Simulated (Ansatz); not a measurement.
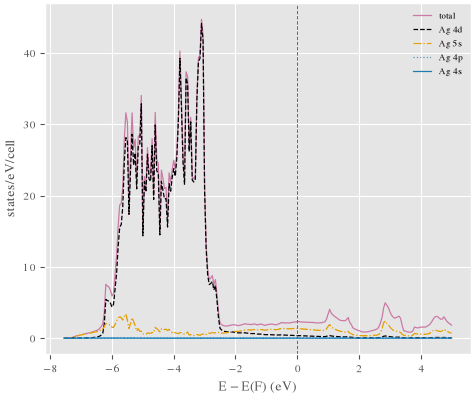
Figure. Total and projected density of states of Ag (A15 (β-W type), Pm-3n), plane-wave PAW PBE (Ansatz code)

Question: Which orbitals carry the states next to the Fermi level?

Answer: Within 0.5 eV of the Fermi level: Ag 5s 59 %, Ag 4d 16 %, outside the projected shells 25 %. Projections are on Löwdin-orthogonalised atomic valence shells; empty p or d shells of many metals are not among them.

Question: Where is the tallest occupied peak in this window, and what makes it?

Answer: Near -3.1 eV, about 45 states/eV per cell; the largest projected share is Ag 4d.

The start of the workflow was typed in or built on a structure type; neither database checked (COD, Materials Project) lists it. It is not the phase usual at ambient conditions (space group No. 225). Symmetry was held in the PBE relaxation; its stability against distortions is not shown here. No spin polarisation was allowed. Spin–orbit coupling is left out wherever it is not named.

Potentials: the later of the program's two PAW sets.
